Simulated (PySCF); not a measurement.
# C2H9BN2: core binding energies at several levels of theory

How much do the core binding energies of C2H9BN2 (`CNB(C)N`) depend on the level of theory, and what does each level cost?

Programs: PySCF 2.14.0, with density-fitted response routines of our own. Each step states its level of theory. These are calculated values for one molecule in the gas phase, unless marked as measured. Atoms count from 0, in the outputs and in this text.

## (1) The molecule as given

14 atoms, charge 0, multiplicity 1; geometry from: PBE0-D3(BJ)/def2-SVP.

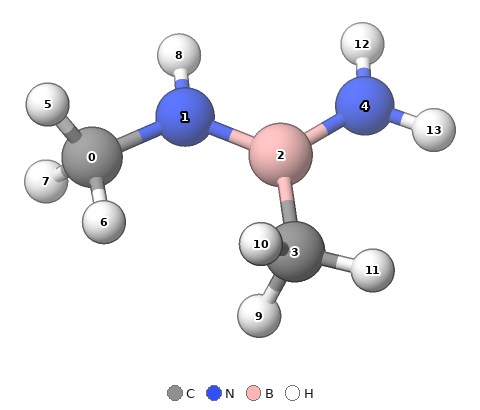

The starting geometry (carbon grey, nitrogen blue, boron pink, hydrogen white), atoms numbered.

## (2) Core-electron binding energies: SCAN, X2C

What the job is given:

```
{"job": {"kind": "xps"}, "charge": 0, "multiplicity": 1}
C      1.852535     0.420090     0.425700
N      0.816327    -0.570477     0.360988
B     -0.525964    -0.394865    -0.072814
C     -1.053756     1.030409    -0.534233
N     -1.408787    -1.506874    -0.095897
H      2.278006     0.525219     1.440990
H      1.450906     1.402968     0.143984
H      2.694758     0.207955    -0.259914
H      1.118104    -1.496182     0.640181
H     -0.496109     1.399921    -1.411238
H     -0.929867     1.785781     0.259370
H     -2.119677     1.014910    -0.808606
H     -1.152637    -2.445765     0.176291
H     -2.370211    -1.421376    -0.388268
```

Level: delta-SCF UKS SCAN, pcX-2 on the ionised atom, pcseg-1 elsewhere, spin-free X2C.

Run with:

```bash
> OMP_NUM_THREADS=1 python probes_run.py task.json out
```

One launch serves the whole session: the jobs run in the order shown.

The program printed:

```text
ground state, core basis on atom 0 (C), 146 functions
  cycle   1  E = -215.92126318  |g| = 6.65e-01
  cycle   2  E = -215.82984349  |g| = 8.89e-01
  cycle   3  E = -216.03025634  |g| = 5.82e-02
  cycle   4  E = -216.03076786  |g| = 3.39e-02
  cycle   5  E = -216.03103783  |g| = 7.17e-03
  cycle   6  E = -216.03104895  |g| = 2.83e-03
  cycle   7  E = -216.03105032  |g| = 1.24e-03
  cycle   8  E = -216.03105181  |g| = 9.28e-05
  E(ground) = -216.04414509 Eh
hole in C 1s of atom 0
  cycle   1  E = -204.77281842  |g| = 1.50e+00
  cycle   2  E = -203.34890658  |g| = 2.08e+00
  cycle   3  E = -205.09941410  |g| = 6.83e-01
  cycle   4  E = -205.27436509  |g| = 3.37e-01
  cycle   5  E = -205.31934954  |g| = 9.22e-02
  cycle   6  E = -205.32263750  |g| = 2.83e-02
  cycle   7  E = -205.32307991  |g| = 9.18e-03
  cycle   8  E = -205.32314475  |g| = 4.14e-03
  cycle   9  E = -205.32315658  |g| = 2.62e-03
  cycle  10  E = -205.32316258  |g| = 9.60e-04
  cycle  11  E = -205.32316317  |g| = 3.89e-04
  E(ion) = -205.33522407 Eh   <S^2> = 0.7697   hole on atom = 1.000   binding energy = 291.405 eV
ground state, core basis on atom 1 (N), 146 functions
  cycle   1  E = -216.04353216  |g| = 7.43e-02
  cycle   2  E = -216.04346382  |g| = 2.75e-02
  cycle   3  E = -216.04342867  |g| = 3.08e-02
  cycle   4  E = -216.04361641  |g| = 4.44e-03
  cycle   5  E = -216.04362335  |g| = 4.32e-04
  E(ground) = -216.05540166 Eh
hole in N 1s of atom 1
  cycle   1  E = -200.48640311  |g| = 1.87e+00
  cycle   2  E = -199.85498951  |g| = 2.07e+00
  cycle   3  E = -201.12236070  |g| = 4.17e-01
  cycle   4  E = -201.15346356  |g| = 2.62e-01
  cycle   5  E = -201.18543910  |g| = 5.31e-02
  cycle   6  E = -201.18665857  |g| = 1.33e-02
  cycle   7  E = -201.18674506  |g| = 4.47e-03
  cycle   8  E = -201.18675615  |g| = 1.26e-03
  cycle   9  E = -201.18675749  |g| = 4.94e-04
  E(ion) = -201.19765073 Eh   <S^2> = 0.7645   hole on atom = 1.000   binding energy = 404.300 eV
ground state, core basis on atom 2 (B), 146 functions
  cycle   1  E = -216.02623027  |g| = 5.02e-02
  cycle   2  E = -216.02617420  |g| = 2.95e-02
  cycle   3  E = -216.02633331  |g| = 1.58e-02
  cycle   4  E = -216.02639208  |g| = 4.48e-03
  cycle   5  E = -216.02639674  |g| = 5.67e-04
  cycle   6  E = -216.02639553  |g| = 1.88e-04
  E(ground) = -216.04123996 Eh
hole in B 1s of atom 2
  cycle   1  E = -208.44923511  |g| = 1.18e+00
  cycle   2  E = -207.58277940  |g| = 1.67e+00
  cycle   3  E = -208.75664013  |g| = 4.23e-01
  cycle   4  E = -208.78541474  |g| = 3.66e-01
  cycle   5  E = -208.84935978  |g| = 9.03e-02
  cycle   6  E = -208.85303939  |g| = 3.16e-02
  cycle   7  E = -208.85356573  |g| = 1.16e-02
  cycle   8  E = -208.85368060  |g| = 6.22e-03
  cycle   9  E = -208.85372630  |g| = 4.14e-03
  cycle  10  E = -208.85376142  |g| = 1.63e-03
  cycle  11  E = -208.85376469  |g| = 4.64e-04
  E(ion) = -208.86955976 Eh   <S^2> = 0.7957   hole on atom = 1.000   binding energy = 195.151 eV
ground state, core basis on atom 3 (C), 146 functions
  cycle   1  E = -216.02970226  |g| = 5.61e-02
  cycle   2  E = -216.02968022  |g| = 1.44e-02
  cycle   3  E = -216.02965419  |g| = 1.77e-02
  cycle   4  E = -216.02972958  |g| = 1.23e-03
  cycle   5  E = -216.02972991  |g| = 1.48e-04
  E(ground) = -216.04325686 Eh
hole in C 1s of atom 3
  cycle   1  E = -204.83003159  |g| = 1.50e+00
  cycle   2  E = -204.37276003  |g| = 1.66e+00
  cycle   3  E = -205.34928426  |g| = 3.06e-01
  cycle   4  E = -205.37716675  |g| = 1.42e-01
  cycle   5  E = -205.38580939  |g| = 3.56e-02
  cycle   6  E = -205.38628452  |g| = 9.13e-03
  cycle   7  E = -205.38628457  |g| = 9.59e-03
  cycle   8  E = -205.38632997  |g| = 1.30e-03
  cycle   9  E = -205.38633087  |g| = 7.07e-04
  cycle  10  E = -205.38633021  |g| = 3.69e-04
  E(ion) = -205.39892075 Eh   <S^2> = 0.7666   hole on atom = 1.000   binding energy = 289.647 eV
ground state, core basis on atom 4 (N), 146 functions
  cycle   1  E = -216.04383682  |g| = 7.43e-02
  cycle   2  E = -216.04371969  |g| = 3.13e-02
  cycle   3  E = -216.04367313  |g| = 3.50e-02
  cycle   4  E = -216.04393616  |g| = 3.74e-03
  cycle   5  E = -216.04393927  |g| = 4.93e-04
  E(ground) = -216.05575452 Eh
hole in N 1s of atom 4
  cycle   1  E = -200.48931396  |g| = 1.86e+00
  cycle   2  E = -200.00216331  |g| = 1.97e+00
  cycle   3  E = -201.12105196  |g| = 4.03e-01
  cycle   4  E = -201.13293751  |g| = 3.20e-01
  cycle   5  E = -201.18204725  |g| = 4.26e-02
  cycle   6  E = -201.18279899  |g| = 1.78e-02
  cycle   7  E = -201.18295821  |g| = 3.53e-03
  cycle   8  E = -201.18296576  |g| = 9.45e-04
  cycle   9  E = -201.18296633  |g| = 3.87e-04
  E(ion) = -201.19416770 Eh   <S^2> = 0.7634   hole on atom = 1.000   binding energy = 404.404 eV
```

Wall time 32 s (1 thread of Arm Neoverse V1, shared host); peak memory 0.53 GiB.

The holes in one table. −ε is the ground-state orbital energy:

```csv
hole,stands for,environment,ΔSCF (eV),−ε (eV),⟨S²⟩
C1s on C0,C0,methyl carbon bonded to N,291.40,274.0,0.770
N1s on N1,N1,"nitrogen bonded to C, B, H",404.30,385.2,0.764
B1s on B2,B2,"boron bonded to C, 2 N",195.15,179.3,0.796
C1s on C3,C3,methyl carbon bonded to B,289.65,272.4,0.767
N1s on N4,N4,"nitrogen bonded to B, 2 H",404.40,385.1,0.763
```

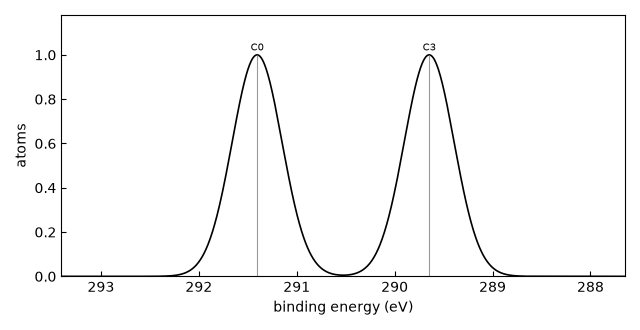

The C1s photoelectron lines, weighted by the number of atoms. Lines are broadened to a width of 0.60 eV (Gaussian).

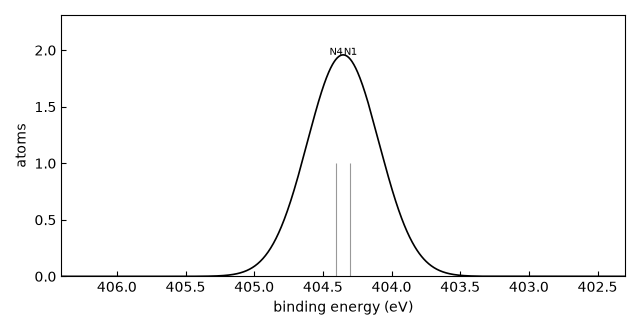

The N1s photoelectron lines, weighted by the number of atoms. Lines are broadened to a width of 0.60 eV (Gaussian).

## (3) X-ray photoelectron lines: B3LYP, X2C

Same as in step 2 but for these lines:

```diff
@@ -1,2 +1,2 @@
-{"job": {"kind": "xps"}, "charge": 0, "multiplicity": 1}
+{"job": {"kind": "xps", "xc": "B3LYP"}, "charge": 0, "multiplicity": 1}
 C      1.852535     0.420090     0.425700
```

Method: delta-SCF UKS B3LYP, pcX-2 on the ionised atom, pcseg-1 elsewhere, spin-free X2C.

The program printed:

```text
ground state, core basis on atom 0 (C), 146 functions
  cycle   1  E = -216.07846225  |g| = 5.65e-01
  cycle   2  E = -216.03335069  |g| = 7.19e-01
  cycle   3  E = -216.15748657  |g| = 4.76e-02
  cycle   4  E = -216.15782076  |g| = 2.70e-02
  cycle   5  E = -216.15798611  |g| = 4.12e-03
  cycle   6  E = -216.15798953  |g| = 1.27e-03
  cycle   7  E = -216.15798993  |g| = 4.14e-04
  E(ground) = -216.15826532 Eh
hole in C 1s of atom 0
  cycle   1  E = -204.90228149  |g| = 1.51e+00
  cycle   2  E = -204.45679057  |g| = 1.69e+00
  cycle   3  E = -205.41762505  |g| = 2.66e-01
  cycle   4  E = -205.44172707  |g| = 9.86e-02
  cycle   5  E = -205.44563572  |g| = 2.79e-02
  cycle   6  E = -205.44595168  |g| = 7.67e-03
  cycle   7  E = -205.44597979  |g| = 2.63e-03
  cycle   8  E = -205.44598458  |g| = 1.24e-03
  cycle   9  E = -205.44598582  |g| = 4.73e-04
  E(ion) = -205.44620601 Eh   <S^2> = 0.7599   hole on atom = 1.000   binding energy = 291.490 eV
ground state, core basis on atom 1 (N), 146 functions
  cycle   1  E = -216.16939322  |g| = 5.25e-02
  cycle   2  E = -216.16935007  |g| = 2.08e-02
  cycle   3  E = -216.16932261  |g| = 2.37e-02
  cycle   4  E = -216.16943440  |g| = 1.25e-03
  cycle   5  E = -216.16943416  |g| = 2.10e-04
  E(ground) = -216.16948980 Eh
hole in N 1s of atom 1
  cycle   1  E = -200.62104581  |g| = 1.88e+00
  cycle   2  E = -200.12138130  |g| = 2.01e+00
  cycle   3  E = -201.27596175  |g| = 3.28e-01
  cycle   4  E = -201.29960089  |g| = 1.86e-01
  cycle   5  E = -201.31434521  |g| = 3.50e-02
  cycle   6  E = -201.31482702  |g| = 6.86e-03
  cycle   7  E = -201.31484947  |g| = 2.12e-03
  cycle   8  E = -201.31485202  |g| = 5.75e-04
  cycle   9  E = -201.31485290  |g| = 2.28e-04
  E(ion) = -201.31482091 Eh   <S^2> = 0.7582   hole on atom = 1.000   binding energy = 404.216 eV
ground state, core basis on atom 2 (B), 146 functions
  cycle   1  E = -216.15560891  |g| = 3.41e-02
  cycle   2  E = -216.15561429  |g| = 1.53e-02
  cycle   3  E = -216.15563422  |g| = 1.23e-02
  cycle   4  E = -216.15566652  |g| = 2.58e-03
  cycle   5  E = -216.15566891  |g| = 2.72e-04
  E(ground) = -216.15583127 Eh
hole in B 1s of atom 2
  cycle   1  E = -208.56241701  |g| = 1.18e+00
  cycle   2  E = -207.99835235  |g| = 1.50e+00
  cycle   3  E = -208.90692099  |g| = 3.64e-01
  cycle   4  E = -208.94546126  |g| = 2.41e-01
  cycle   5  E = -208.97007570  |g| = 6.48e-02
  cycle   6  E = -208.97176007  |g| = 2.31e-02
  cycle   7  E = -208.97200648  |g| = 3.72e-03
  cycle   8  E = -208.97201528  |g| = 1.68e-03
  cycle   9  E = -208.97201826  |g| = 6.47e-04
  cycle  10  E = -208.97201956  |g| = 1.69e-04
  E(ion) = -208.97214931 Eh   <S^2> = 0.7622   hole on atom = 1.000   binding energy = 195.478 eV
ground state, core basis on atom 3 (C), 146 functions
  cycle   1  E = -216.15717275  |g| = 4.31e-02
  cycle   2  E = -216.15715773  |g| = 1.79e-02
  cycle   3  E = -216.15719346  |g| = 1.37e-02
  cycle   4  E = -216.15724030  |g| = 2.00e-03
  cycle   5  E = -216.15723990  |g| = 2.89e-04
  E(ground) = -216.15718908 Eh
hole in C 1s of atom 3
  cycle   1  E = -204.96037780  |g| = 1.51e+00
  cycle   2  E = -204.60291330  |g| = 1.61e+00
  cycle   3  E = -205.48455122  |g| = 2.49e-01
  cycle   4  E = -205.50541642  |g| = 9.72e-02
  cycle   5  E = -205.50931086  |g| = 1.97e-02
  cycle   6  E = -205.50947934  |g| = 3.75e-03
  cycle   7  E = -205.50948463  |g| = 2.97e-03
  cycle   8  E = -205.50948934  |g| = 7.47e-04
  cycle   9  E = -205.50948998  |g| = 3.66e-04
  E(ion) = -205.50949107 Eh   <S^2> = 0.7593   hole on atom = 1.000   binding energy = 289.739 eV
ground state, core basis on atom 4 (N), 146 functions
  cycle   1  E = -216.17019180  |g| = 5.17e-02
  cycle   2  E = -216.17018621  |g| = 1.28e-02
  cycle   3  E = -216.17015832  |g| = 1.74e-02
  cycle   4  E = -216.17021819  |g| = 1.13e-03
  cycle   5  E = -216.17021883  |g| = 2.24e-04
  E(ground) = -216.17036313 Eh
hole in N 1s of atom 4
  cycle   1  E = -200.62451824  |g| = 1.87e+00
  cycle   2  E = -200.25189904  |g| = 1.91e+00
  cycle   3  E = -201.27429877  |g| = 3.15e-01
  cycle   4  E = -201.28867628  |g| = 2.20e-01
  cycle   5  E = -201.31019287  |g| = 2.61e-02
  cycle   6  E = -201.31044978  |g| = 8.53e-03
  cycle   7  E = -201.31048618  |g| = 1.74e-03
  cycle   8  E = -201.31048816  |g| = 4.63e-04
  E(ion) = -201.31057737 Eh   <S^2> = 0.7579   hole on atom = 1.000   binding energy = 404.355 eV
```

Run time: 33 s. Hardware: 1 thread of Arm Neoverse V1, shared host; peak memory 0.59 GiB.

The holes in one table. −ε is the ground-state orbital energy:

```csv
hole,stands for,environment,ΔSCF (eV),−ε (eV),⟨S²⟩
C1s on C0,C0,methyl carbon bonded to N,291.49,277.4,0.760
N1s on N1,N1,"nitrogen bonded to C, B, H",404.22,389.0,0.758
B1s on B2,B2,"boron bonded to C, 2 N",195.48,182.9,0.762
C1s on C3,C3,methyl carbon bonded to B,289.74,275.8,0.759
N1s on N4,N4,"nitrogen bonded to B, 2 H",404.36,388.9,0.758
```

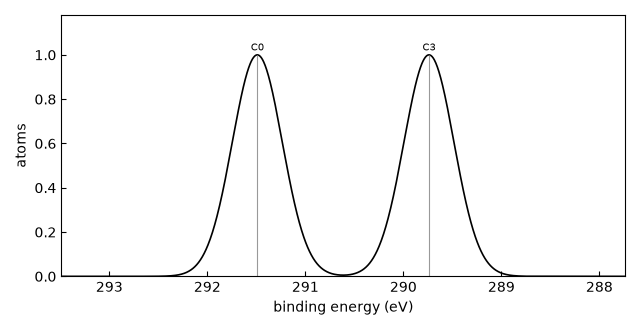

The C1s photoelectron lines, weighted by the number of atoms. Lines are broadened to a width of 0.60 eV (Gaussian).

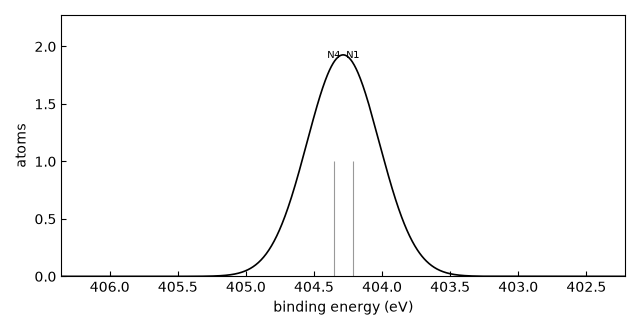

The N1s photoelectron lines, weighted by the number of atoms. Lines are broadened to a width of 0.60 eV (Gaussian).

## (4) Core holes by ΔSCF: PBE0, X2C

Same as in step 3 but for these lines:

```diff
@@ -1,2 +1,2 @@
-{"job": {"kind": "xps", "xc": "B3LYP"}, "charge": 0, "multiplicity": 1}
+{"job": {"kind": "xps", "xc": "PBE0"}, "charge": 0, "multiplicity": 1}
 C      1.852535     0.420090     0.425700
```

Method: delta-SCF UKS PBE0, pcX-2 on the ionised atom, pcseg-1 elsewhere, spin-free X2C.

The program printed:

```text
ground state, core basis on atom 0 (C), 146 functions
  cycle   1  E = -215.81929573  |g| = 4.94e-01
  cycle   2  E = -215.80360447  |g| = 5.67e-01
  cycle   3  E = -215.88055632  |g| = 3.78e-02
  cycle   4  E = -215.88076224  |g| = 2.21e-02
  cycle   5  E = -215.88087242  |g| = 3.23e-03
  cycle   6  E = -215.88087451  |g| = 8.98e-04
  cycle   7  E = -215.88087469  |g| = 2.89e-04
  E(ground) = -215.88118358 Eh
hole in C 1s of atom 0
  cycle   1  E = -204.64786409  |g| = 1.51e+00
  cycle   2  E = -204.33915267  |g| = 1.56e+00
  cycle   3  E = -205.16501323  |g| = 2.51e-01
  cycle   4  E = -205.18765966  |g| = 7.96e-02
  cycle   5  E = -205.19021565  |g| = 2.25e-02
  cycle   6  E = -205.19043142  |g| = 5.85e-03
  cycle   7  E = -205.19045045  |g| = 2.51e-03
  cycle   8  E = -205.19045534  |g| = 1.22e-03
  cycle   9  E = -205.19045644  |g| = 4.68e-04
  E(ion) = -205.19069730 Eh   <S^2> = 0.7631   hole on atom = 1.000   binding energy = 290.903 eV
ground state, core basis on atom 1 (N), 146 functions
  cycle   1  E = -215.89281752  |g| = 7.25e-02
  cycle   2  E = -215.89279253  |g| = 1.87e-02
  cycle   3  E = -215.89275688  |g| = 2.31e-02
  cycle   4  E = -215.89285973  |g| = 1.50e-03
  cycle   5  E = -215.89286051  |g| = 1.26e-04
  E(ground) = -215.89297095 Eh
hole in N 1s of atom 1
  cycle   1  E = -200.35909385  |g| = 1.87e+00
  cycle   2  E = -199.98962940  |g| = 1.90e+00
  cycle   3  E = -201.02027827  |g| = 3.07e-01
  cycle   4  E = -201.04406305  |g| = 1.52e-01
  cycle   5  E = -201.05394273  |g| = 3.01e-02
  cycle   6  E = -201.05430388  |g| = 5.62e-03
  cycle   7  E = -201.05431938  |g| = 2.02e-03
  cycle   8  E = -201.05432246  |g| = 6.09e-04
  cycle   9  E = -201.05432239  |g| = 2.01e-04
  E(ion) = -201.05433630 Eh   <S^2> = 0.7602   hole on atom = 1.000   binding energy = 403.780 eV
ground state, core basis on atom 2 (B), 146 functions
  cycle   1  E = -215.87798633  |g| = 4.78e-02
  cycle   2  E = -215.87795913  |g| = 2.27e-02
  cycle   3  E = -215.87799944  |g| = 1.84e-02
  cycle   4  E = -215.87807132  |g| = 2.49e-03
  cycle   5  E = -215.87807368  |g| = 2.60e-04
  E(ground) = -215.87826888 Eh
hole in B 1s of atom 2
  cycle   1  E = -208.31158489  |g| = 1.19e+00
  cycle   2  E = -207.88549217  |g| = 1.38e+00
  cycle   3  E = -208.66256643  |g| = 3.41e-01
  cycle   4  E = -208.70239997  |g| = 1.92e-01
  cycle   5  E = -208.71801565  |g| = 5.22e-02
  cycle   6  E = -208.71910744  |g| = 1.93e-02
  cycle   7  E = -208.71928510  |g| = 3.32e-03
  cycle   8  E = -208.71929582  |g| = 1.73e-03
  cycle   9  E = -208.71930104  |g| = 7.99e-04
  cycle  10  E = -208.71930295  |g| = 1.94e-04
  E(ion) = -208.71946494 Eh   <S^2> = 0.7692   hole on atom = 1.000   binding energy = 194.801 eV
ground state, core basis on atom 3 (C), 146 functions
  cycle   1  E = -215.87997676  |g| = 5.79e-02
  cycle   2  E = -215.87997564  |g| = 1.25e-02
  cycle   3  E = -215.87997406  |g| = 1.28e-02
  cycle   4  E = -215.88001461  |g| = 1.24e-03
  cycle   5  E = -215.88001639  |g| = 1.54e-04
  E(ground) = -215.88003219 Eh
hole in C 1s of atom 3
  cycle   1  E = -204.70394267  |g| = 1.51e+00
  cycle   2  E = -204.46542696  |g| = 1.49e+00
  cycle   3  E = -205.23014860  |g| = 2.35e-01
  cycle   4  E = -205.24956305  |g| = 8.26e-02
  cycle   5  E = -205.25239161  |g| = 1.67e-02
  cycle   6  E = -205.25251856  |g| = 3.41e-03
  cycle   7  E = -205.25252435  |g| = 2.75e-03
  cycle   8  E = -205.25252874  |g| = 7.87e-04
  cycle   9  E = -205.25252960  |g| = 3.13e-04
  E(ion) = -205.25258361 Eh   <S^2> = 0.7622   hole on atom = 1.000   binding energy = 289.188 eV
ground state, core basis on atom 4 (N), 146 functions
  cycle   1  E = -215.89304935  |g| = 7.17e-02
  cycle   2  E = -215.89304407  |g| = 1.33e-02
  cycle   3  E = -215.89301774  |g| = 1.76e-02
  cycle   4  E = -215.89308127  |g| = 1.06e-03
  cycle   5  E = -215.89308231  |g| = 1.47e-04
  E(ground) = -215.89328810 Eh
hole in N 1s of atom 4
  cycle   1  E = -200.36397829  |g| = 1.87e+00
  cycle   2  E = -200.11668031  |g| = 1.80e+00
  cycle   3  E = -201.02122504  |g| = 2.89e-01
  cycle   4  E = -201.03695124  |g| = 1.80e-01
  cycle   5  E = -201.05130888  |g| = 2.21e-02
  cycle   6  E = -201.05149750  |g| = 6.84e-03
  cycle   7  E = -201.05152184  |g| = 1.73e-03
  cycle   8  E = -201.05152444  |g| = 4.81e-04
  E(ion) = -201.05168041 Eh   <S^2> = 0.7596   hole on atom = 1.000   binding energy = 403.861 eV
```

It took 33 s on 1 thread of Arm Neoverse V1, shared host; peak memory 0.58 GiB.

The holes in one table. −ε is the ground-state orbital energy:

```
     hole  stands for                 environment  ΔSCF (eV)  −ε (eV)   ⟨S²⟩
C1s on C0          C0   methyl carbon bonded to N     290.90    278.7  0.763
N1s on N1          N1  nitrogen bonded to C, B, H     403.78    390.8  0.760
B1s on B2          B2      boron bonded to C, 2 N     194.80    183.8  0.769
C1s on C3          C3   methyl carbon bonded to B     289.19    277.1  0.762
N1s on N4          N4   nitrogen bonded to B, 2 H     403.86    390.7  0.760
```

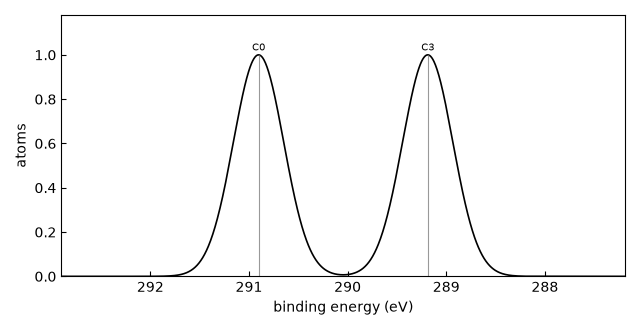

The C1s photoelectron lines, weighted by the number of atoms. Lines are broadened to a width of 0.60 eV (Gaussian).

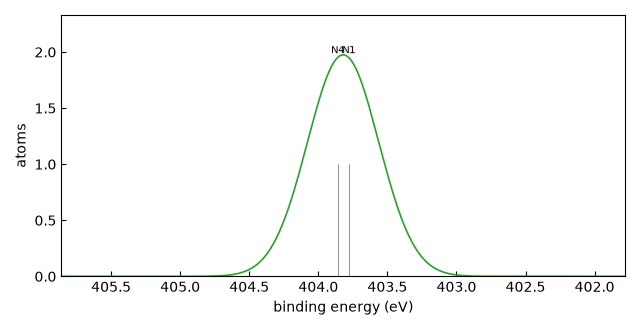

The N1s photoelectron lines, weighted by the number of atoms. Lines are broadened to a width of 0.60 eV (Gaussian).

(Part 1 of 3 ends here.)
